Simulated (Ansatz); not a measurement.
How methods differ on AlH3 (SMILES [H][Al]([H])[H])

AlH3: 4 atoms, total charge 0, spin state singlet. As SMILES, `[H][Al]([H])[H]`. Geometry: a GFN2-xTB relaxation, a rough one for these elements and not checked as a minimum.

Quantity: the electronic atomisation energy, in eV. The values are calculated. Electronic energies at fixed atoms, without zero-point motion or spin-orbit coupling.

```
                                level                    kind  program  value (eV)  CPU time (all runs)
   SVWN5/6-31G* (spherical functions)                     LDA   Ansatz        9.69                1.1 s
    BLYP/6-31G* (spherical functions)                     GGA   Ansatz        8.93                2.8 s
    PBE0/6-31G* (spherical functions)           global hybrid   Ansatz        8.82                1.7 s
 r2SCAN0/6-31G* (spherical functions)         hybrid meta-GGA   Ansatz        9.07                3.9 s
   HSE06/6-31G* (spherical functions)  range-separated hybrid   Ansatz        8.82                2.4 s
 wB97M-V/6-31G* (spherical functions)  range-separated hybrid   Ansatz        9.24                 14 s
  B2PLYP/6-31G* (spherical functions)           double hybrid   Ansatz        8.74                1.8 s
CCSDT(Q)/6-31G* (spherical functions)   coupled cluster or CI   Ansatz        7.94               0.95 s
                            FCI/3-21G      exact in the basis   Ansatz        7.41               0.46 s
```

The values span 7.41 to 9.69 eV. High-level rows in very small sets aren't better than simpler rows in larger ones. Times are those of the runs behind each value, whatever else they computed, on shared processors of several kinds: orders of magnitude only.

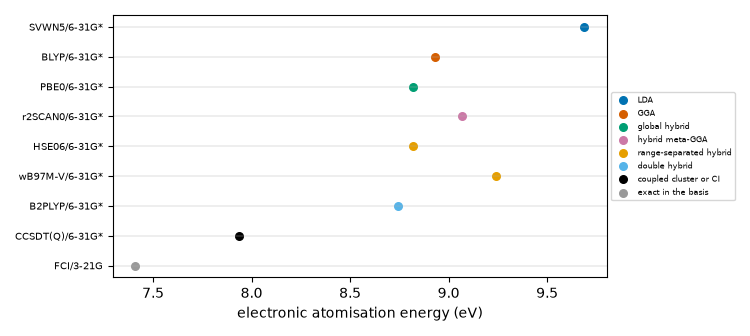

The values of the table, level by level.
